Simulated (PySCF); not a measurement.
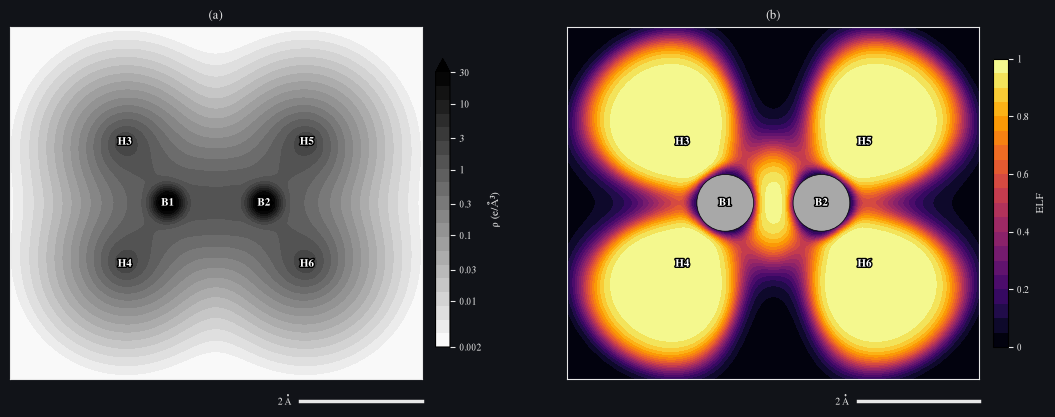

*B2H4 (SMILES B[BH2-]) (charge −1, doublet). (a) electron density; (b) ELF on the molecular plane. Grey discs cover the atomic cores in the ELF map.*

Geometry: GFN2-xTB.

Level of theory: UKS B3LYP, pcH-1 on B H, non-relativistic, mean-field spin-orbit, GIAO (PySCF).

| atom | x (Å) | y (Å) | z (Å) |
| --- | --- | --- | --- |
| B | 0.7906 | 0.0472 | -0.0017 |
| B | -0.7901 | -0.0464 | -0.0058 |
| H | 1.4388 | 1.0897 | -0.0364 |
| H | 1.5554 | -0.9132 | 0.0383 |
| H | -1.5546 | 0.9147 | -0.0461 |
| H | -1.4369 | -1.0901 | 0.0301 |

**Read the bonding off the picture.**

- The plane passes through B and H nuclei.
- B–B (1.58 Å): the density is about 1.2 e/Å³ at the midpoint; the ELF peaks at about 1 between the atoms, as expected for a covalent bond.
- B–H (1.23 Å): the density is about 1.1 e/Å³ at the midpoint; the ELF climbs to about 1 towards the hydrogen, as it does in any bond to H; a covalent bond by its length.
